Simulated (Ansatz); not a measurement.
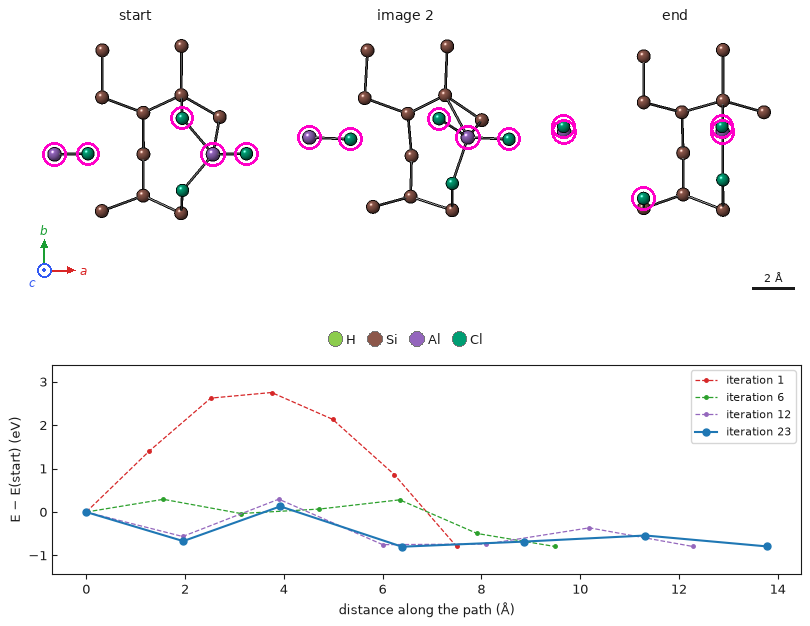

A search for the minimum-energy path of AlCl3 on Si(100)-2x1, underside capped with H (60 atoms in the cell) by the nudged elastic band. Images are numbered from 0 (start) to 6 (end). The plot follows the band through its iterations. A ball-and-stick model of the atoms within 6.3 Å of the middle of the path, seen along the c axis. The atoms that move most are ringed. Bonds to atoms that aren't drawn are left out.

These are results of Ansatz, DFT PBE, scalar-relativistic, plane waves, PAW, not measurements. Settings: plane-wave cutoff 420 eV; k-point mesh 2 × 1 × 1; Fermi-Dirac smearing 0.02 eV; 24 atoms held fixed; 5 movable images; climbing image; force threshold 0.03 eV/Å; iteration limit 25; starting path by image-dependent pair potential.

How did the profile develop, and is the result final?

Answer. The result isn't final. The run hit its time limit after 23 iterations, unconverged. The barrier read from it is provisional, though the highest image hardly moved in the last two iterations. The first iteration put the highest image at 2.75 eV. Relative to the start the highest point is image 2 at +0.13 eV and the end lies at −0.79 eV, but the profile dips to −0.80 eV at image 3 on the way, so there may be more than one step; on an unconverged band the side maxima are provisional.

Limits of the set-up: the periodic images lie only 7.7 Å apart, so the values are limited by the cell's size.

Cost: 49 min on 4 threads of Arm Neoverse V2, with other jobs on the host, peak memory 8.5 GiB.

PAW datasets: the set soft_1.
